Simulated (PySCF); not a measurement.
Vertical excitations of a molecule C4H4ClF from TDA-PBE0/def2-SVPD in PySCF, as energy in eV (oscillator strength): 4.57 (0.000), 6.43 (0.000), 6.61 (0.001), 6.78 (0.006), 6.99 (0.174), 7.44 (0.118), 7.62 (0.607), 7.73 (0.059), 7.78 (0.005), 7.92 (0.098). Lowest triplet (TDA): 4.08 eV. The structure is a stationary point at B3LYP-D3(BJ)/def2-SVP. One conformer was computed; it need not be the lowest.

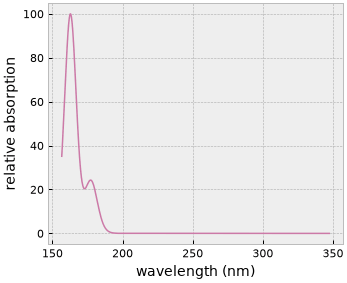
Fig. 1. The lines broadened by 0.4 eV.

Problem. Which structure fits?
(A) CC=C=C(F)Cl
(B) CC(Cl)=C=CF
(C) C=C/C(Cl)=C\F
(D) C=C=C(F)CCl

Solution. A, CC=C=C(F)Cl
